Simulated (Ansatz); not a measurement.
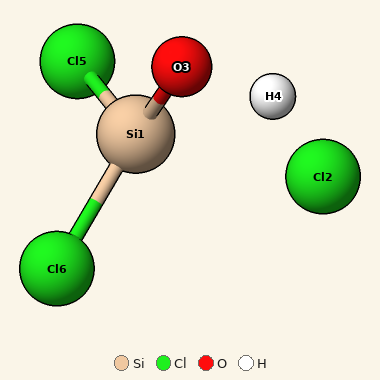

The system is the reacting system Cl₃HOSi (fragments Cl₃HOSi where the first distance is long, Cl₂OSi + ClH where the second is long); the picture shows the reference structure. 
- First axis: distance Cl2–H4 (bond that forms). Second axis: distance O3–H4 (bond that breaks).
- Relaxed at each point: all other coordinates.
- The scan uses an 8 × 8 grid.
- Points are written as (first, second).
- Energies: eV, counted from the lowest grid point.
- The reference is spin-restricted, so regions where a bond is pulled apart into radicals lie too high.
- Method: Ansatz 0.2.0, RKS B3LYP-D4/def2-SVP.

Its coordinates:

```xyz
6

Si    0.2699    0.2520    0.3396
Cl   -1.5577   -0.2147   -1.2859
O     0.7714   -1.2122   -0.0799
H    -0.2272   -1.2813   -0.8672
Cl    1.2892    1.8928   -0.2759
Cl   -0.5455    0.5636    2.1693
```

Range: distance Cl2–H4 (bond that forms) from 1.197 to 2.397 Å; distance O3–H4 (bond that breaks) from 0.873 to 2.073 Å.

What will the energy surface look like?

Answer. The lowest grid point is at (2.397 Å, 0.978 Å). It lies at the edge of the scanned range, so the true minimum may lie outside. Other grid points that lie below all their neighbours: (1.302 Å, 1.863 Å) (2.41 eV higher). The highest grid point, (1.197 Å, 0.873 Å), lies 7.00 eV above the lowest.

| second ↓, first → | 1.197 | 1.302 | 1.448 | 1.613 | 1.793 | 1.985 | 2.187 | 2.397 |
| --- | --- | --- | --- | --- | --- | --- | --- | --- |
| 2.073 | 2.63 | 2.41 | 2.61 | 3.12 | 3.70 | 4.19 | 4.54 | 4.76 |
| 1.863 | 2.67 | 2.41 | 2.53 | 2.92 | 3.33 | 3.67 | 3.91 | 4.06 |
| 1.661 | 2.77 | 2.44 | 2.42 | 2.61 | 2.83 | 3.01 | 3.14 | 3.21 |
| 1.469 | 2.99 | 2.54 | 2.28 | 2.22 | 2.22 | 2.23 | 2.24 | 2.24 |
| 1.289 | 3.44 | 2.75 | 2.15 | 1.80 | 1.58 | 1.42 | 1.31 | 1.23 |
| 1.124 | 4.26 | 3.14 | 2.16 | 1.50 | 1.05 | 0.74 | 0.53 | 0.39 |
| 0.978 | 5.46 | 3.94 | 2.56 | 1.60 | 0.95 | 0.50 | 0.20 | 0.00 |
| 0.873 | 7.00 | 5.15 | 3.46 | 2.26 | 1.46 | 0.92 | 0.56 | 0.32 |

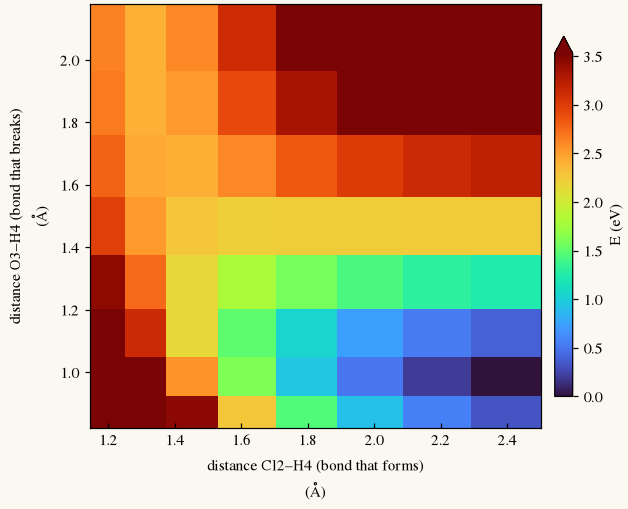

The picture shows one coloured cell a grid point, one colour for all values above the top of the scale.

Each point was launched as `ansatz run input.yaml --threads 1 --pin off --max-ram 2560MiB --backend cpu --events-out ev --progress --plain --runs-dir out`. The whole map (64 points run) took 17 min on 1 thread of Arm Neoverse V2, on a shared host.
